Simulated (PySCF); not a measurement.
**One shape, several levels: CH4BFOSi (SMILES O=CB[SiH2]F)**

Aim: a comparison of 5 runs (B3LYP/6-31G*, CAM-B3LYP/def2-SVP, B3LYP/6-31+G*, PBE0/6-31+G*, SVWN5/def2-SVPD) of CH4BFOSi. Input form: a Python script.

The calculation is run with PySCF 2.14.0.

## (1) The structure to begin with

The species is CH4BFOSi (9 atoms), meant as a singlet with charge 0. As SMILES, `O=CB[SiH2]F`. Geometry: relaxed at PBE0-D4/def2-TZVP. This is one conformer, not always the lowest.

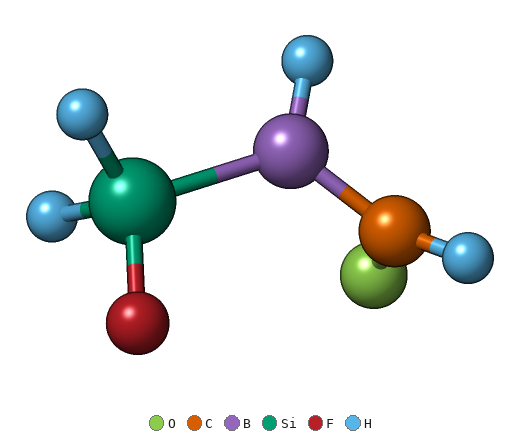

Viewed from a chosen angle; oxygen green, carbon orange, boron purple, silicon teal, fluorine red, hydrogen blue.

## (2) Energy and gradient at B3LYP/6-31G(d) (Cartesian functions) (run 1)

Input file job.py:

```python
# O=CB[SiH2]F
from pyscf import gto, dft

molecule = gto.M(
    atom=[
    ('O', (-0.789500, 0.780400, 1.703800)),
    ('C', (-0.128300, 1.442100, 0.910400)),
    ('B', (0.628100, 0.188700, 0.495800)),
    ('Si', (-0.077200, -1.007600, -0.945000)),
    ('F', (-1.360800, -0.349200, -1.659700)),
    ('H', (-0.262400, 2.525000, 0.778500)),
    ('H', (1.608700, -0.084900, 1.121700)),
    ('H', (0.964000, -1.202600, -1.991900)),
    ('H', (-0.494200, -2.338100, -0.430900)),
],
    max_memory=1860,
    spin=0,
    verbose=3,
    basis='6-31g*',
    charge=0,
    cart=True,
)

ks = dft.RKS(molecule, xc='b3lyp')
ks.conv_tol = 1e-10
ks.grids.level = 5
ks.kernel()
if not ks.converged:
    ks = ks.newton().run(ks.mo_coeff, ks.mo_occ)

e_final = ks.e_tot
print('Final energy', e_final)
grad = ks.nuc_grad_method().kernel()
ks.analyze()
```

Started as:

```sh
OMP_NUM_THREADS=1 python job.py
```

What it wrote:

```text
converged SCF energy = -529.923093573567
[... 21 lines left out ...]
MO #12  energy= -0.641893577201471 occ= 2
[... 14 lines left out ...]
MO #27  energy= 0.0877559973789959 occ= 0
[... 14 lines left out ...]
MO #42  energy= 0.602635552350737  occ= 0
[... 14 lines left out ...]
MO #57  energy= 1.15223642751895   occ= 0
[... 14 lines left out ...]
MO #72  energy= 1.87233132092637   occ= 0
[... 14 lines left out ...]
MO #87  energy= 4.16929565943182   occ= 0
[... 10 lines left out ...]
Dipole moment(X, Y, Z, Debye):  1.49470,  1.56273,  0.20838
```

Wall time 74 s (1 thread of Intel Xeon at 2.50GHz (Skylake/Cascade Lake), shared host); peak memory 0.85 GiB.

## (3) Energy and forces at CAM-B3LYP/def2-SVP (run 2)

Input file job.py:

```python
# O=CB[SiH2]F
from pyscf import gto, dft

mol = gto.Mole()
mol.atom = [
    ('O', (-0.789500, 0.780400, 1.703800)),
    ('C', (-0.128300, 1.442100, 0.910400)),
    ('B', (0.628100, 0.188700, 0.495800)),
    ('Si', (-0.077200, -1.007600, -0.945000)),
    ('F', (-1.360800, -0.349200, -1.659700)),
    ('H', (-0.262400, 2.525000, 0.778500)),
    ('H', (1.608700, -0.084900, 1.121700)),
    ('H', (0.964000, -1.202600, -1.991900)),
    ('H', (-0.494200, -2.338100, -0.430900)),
]
mol.basis = 'def2-svp'
mol.max_memory = 1860
mol.verbose = 3
mol.build()

myscf = dft.RKS(mol)
myscf.xc = 'cam-b3lyp'
myscf.conv_tol = 1e-10
myscf.grids.level = 5
myscf.kernel()
if not myscf.converged:
    myscf = myscf.newton().run(myscf.mo_coeff, myscf.mo_occ)

e_final = myscf.e_tot
print('E(%s) = %.9f' % ('CAM-B3LYP', e_final))
grad = myscf.nuc_grad_method().kernel()
dip = myscf.dip_moment()
pop, q = myscf.mulliken_pop()
```

Started as:

```sh
OMP_NUM_THREADS=1 python job.py
```

What it wrote:

```text
converged SCF energy = -529.554978873296
[... 9 lines left out ...]
Dipole moment(X, Y, Z, Debye):  1.55482,  1.64005,  0.19951
[... 104 lines left out ...]
charge of    8H =     -0.10626
```

Wall time 1.8 min (1 thread of Intel Xeon at 2.50GHz (Skylake/Cascade Lake), shared host); peak memory 0.93 GiB.

## (4) Energy and forces at B3LYP/6-31+G(d) (spherical functions) (run 3)

Input file mol.xyz:

```xyz
9

O     -0.789500     0.780400     1.703800
C     -0.128300     1.442100     0.910400
B      0.628100     0.188700     0.495800
Si    -0.077200    -1.007600    -0.945000
F     -1.360800    -0.349200    -1.659700
H     -0.262400     2.525000     0.778500
H      1.608700    -0.084900     1.121700
H      0.964000    -1.202600    -1.991900
H     -0.494200    -2.338100    -0.430900
```

Input file calc.py:

```python
from pyscf import gto, dft

mol = gto.M(
    atom='mol.xyz',
    spin=0,
    verbose=3,
    charge=0,
    basis='6-31+g*',
    max_memory=1860,
)

mf = dft.RKS(mol, xc='b3lyp')
mf.grids.level = 5
mf.conv_tol = 1e-10
mf.kernel()
if not mf.converged:
    mf = mf.newton().run(mf.mo_coeff, mf.mo_occ)

e_tot = mf.e_tot
print('E(%s) = %.9f' % ('B3LYP', e_tot))
grad = mf.nuc_grad_method().kernel()
mf.analyze()
```

Started as:

```sh
OMP_NUM_THREADS=1 python calc.py
```

What it wrote:

```text
converged SCF energy = -529.935358525164
[... 21 lines left out ...]
MO #12  energy= -0.649922520439684 occ= 2
[... 17 lines left out ...]
MO #30  energy= 0.0408452061352724 occ= 0
[... 17 lines left out ...]
MO #48  energy= 0.284408444220093  occ= 0
[... 17 lines left out ...]
MO #66  energy= 0.763908006790069  occ= 0
[... 17 lines left out ...]
MO #84  energy= 1.61384924593821   occ= 0
[... 17 lines left out ...]
MO #102 energy= 2.98852274169911   occ= 0
[... 10 lines left out ...]
Dipole moment(X, Y, Z, Debye):  1.82611,  1.50799,  0.15371
```

Wall time 100 s (1 thread of Intel Xeon at 2.50GHz (Skylake/Cascade Lake), shared host); peak memory 1 GiB.

Run 4 isn't shown in full; the table further down has it.

## (5) Energy and gradient at SVWN5/def2-SVPD (run 5)

Input file job.py:

```python
from pyscf import gto, dft

mol = gto.M(
    atom='''
O       -0.789500       0.780400       1.703800
C       -0.128300       1.442100       0.910400
B        0.628100       0.188700       0.495800
Si      -0.077200      -1.007600      -0.945000
F       -1.360800      -0.349200      -1.659700
H       -0.262400       2.525000       0.778500
H        1.608700      -0.084900       1.121700
H        0.964000      -1.202600      -1.991900
H       -0.494200      -2.338100      -0.430900
''',
    charge=0,
    spin=0,
    basis='def2-svpd',
    verbose=3,
    max_memory=1860,
)

mf = dft.RKS(mol, xc='svwn')
mf.conv_tol = 1e-10
mf.grids.level = 5
mf.kernel()
if not mf.converged:
    mf = mf.newton().run(mf.mo_coeff, mf.mo_occ)

e_tot = mf.e_tot
print('Final energy', e_tot)
grad = mf.nuc_grad_method().kernel()
dip = mf.dip_moment()
pop, q = mf.mulliken_pop()
```

Started as:

```sh
OMP_NUM_THREADS=1 python job.py
```

What it wrote:

```text
converged SCF energy = -526.682626500866
Final energy -526.6826265008658
[... 8 lines left out ...]
Dipole moment(X, Y, Z, Debye):  1.55499,  1.38561,  0.21709
[... 152 lines left out ...]
charge of    8H =      0.16496
```

Wall time 98 s (1 thread of Intel Xeon at 2.50GHz (Skylake/Cascade Lake), shared host); peak memory 0.96 GiB.

## (6) The series

```tsv
run	level	Cartesian functions	energy (Eh)	dipole moment (D)	HOMO energy (eV)	LUMO energy (eV)	wall time
1	B3LYP/6-31G* (Cartesian functions)	yes	-529.923094	2.17	-7.72	-1.80	74 s
2	CAM-B3LYP/def2-SVP	no	-529.554979	2.27	-9.49	-0.46	1.8 min
3	B3LYP/6-31+G* (spherical functions)	no	-529.935359	2.37	-7.98	-2.19	100 s
4	PBE0/6-31+G* (spherical functions)	no	-529.525649	2.36	-8.20	-1.94	94 s
5	SVWN5/def2-SVPD	no	-526.682627	2.09	-7.03	-3.42	98 s
```

## (7) Outcome

| quantity | value |
| --- | --- |
| run 5: total energy | -526.68263 Eh |
| run 5: dipole moment | 2.09 D |
| run 5: HOMO energy | -7.03 eV |
| run 5: LUMO energy | -3.42 eV |
| run 5: HOMO–LUMO gap | 3.62 eV |
| run 5: largest force on an atom | 1.286 eV/Å |

What this shows: The dipole moment (its size) runs from 2.09 D (SVWN5/def2-SVPD) to 2.37 D (B3LYP/6-31+G*). The two ends differ in method and basis. The HOMO–LUMO gap runs from 3.62 eV (SVWN5/def2-SVPD) to 9.03 eV (CAM-B3LYP/def2-SVP). Totals of different functionals can't be ranked against each other. All runs together took 7.9 min, the longest 1.8 min.
